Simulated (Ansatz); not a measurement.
Mg$_{2}$ScAuC$_{6}$N$_{6}$, 64 atoms, a = 11.70 Å, b = 11.70 Å, c = 11.70 Å, α = 90.00°, β = 90.00°, γ = 90.00°.

Space group Fm-3m; a structure generated by program, which may or may not match a known phase; spin-polarised.

The calculation used DFT PBE, scalar-relativistic, plane waves, PAW (Ansatz).

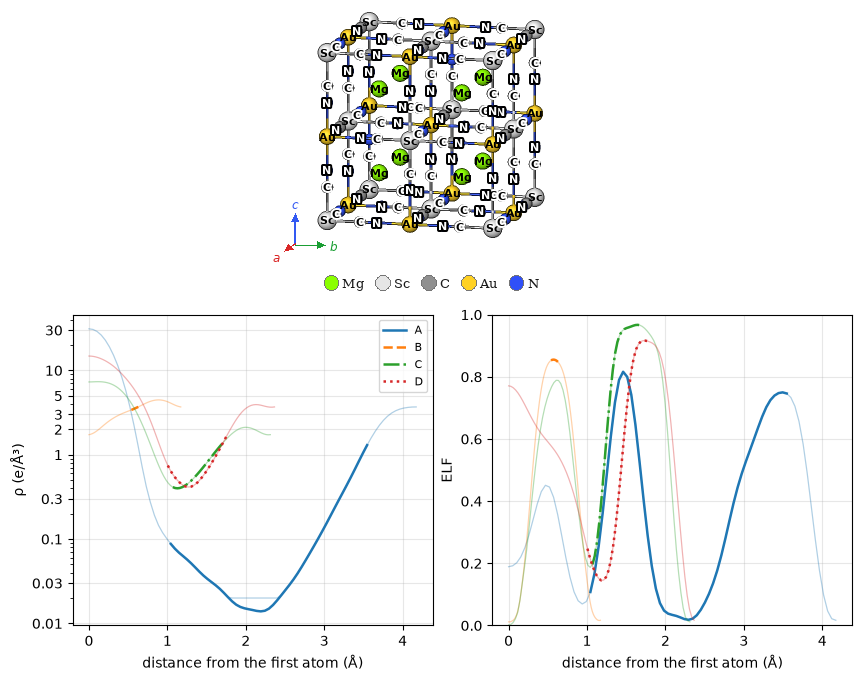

Mg$_{2}$ScAuC$_{6}$N$_{6}$. Valence pseudo-density and electron localisation function along straight lines between neighbouring atoms. Thin, pale parts lie inside the atomic spheres. The structure is drawn too.

The density is the valence pseudo-density of a PAW calculation; it isn't the true density close to the nuclei.

> Which curve belongs to which contact (Au–N, C–N, Mg–N and Sc–C)? The first atom named is at distance zero.

Curve A: Mg–N (4.17 Å): ρ at the midpoint is about 0.01 e/Å³; the ELF is about 0.05 at the midpoint (no localised pair shows between them). Curve B: C–N (1.17 Å): ρ is about 3.5 e/Å³ halfway; the ELF peaks at about 0.85 between the atoms. Curve C: Sc–C (2.31 Å): ρ is about 0.4 e/Å³ halfway; the ELF peaks at about 0.95 in the valence shell of C, 0.7 Å from its nucleus, and is about 0.35 at the midpoint. Curve D: Au–N (2.37 Å): ρ at the midpoint is about 0.45 e/Å³; the ELF peaks at about 0.90 in the valence shell of N, 0.7 Å from its nucleus, and drops to about 0.15 between the two atoms.
